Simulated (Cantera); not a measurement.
Charge: 1 mol Pb, 2.8 mol CO, held at 1698 K.

Method: chemical equilibrium by Gibbs-energy minimisation in Cantera with the NASA 1993 tables (ideal gas, pure condensed phases). Candidate condensed phases: C, Pb, PbO, PbO₂, Pb₃O₄; 15 gas species. The numbers say what is thermodynamically allowed, not how fast it happens.

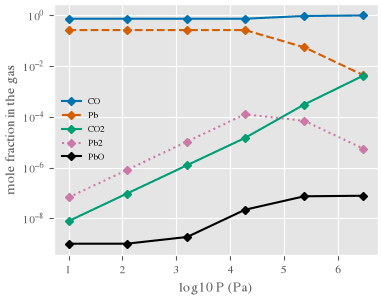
Equilibrium gas composition (values under 1e-9 drawn at 1e-9)

### Question
Read off the mole fractions at 2.40 bar.

### Answer
CO about 0.94, Pb about 0.055, CO₂ about 0.00031, Pb₂ about 7.0e-5, PbO about 7.4e-8.
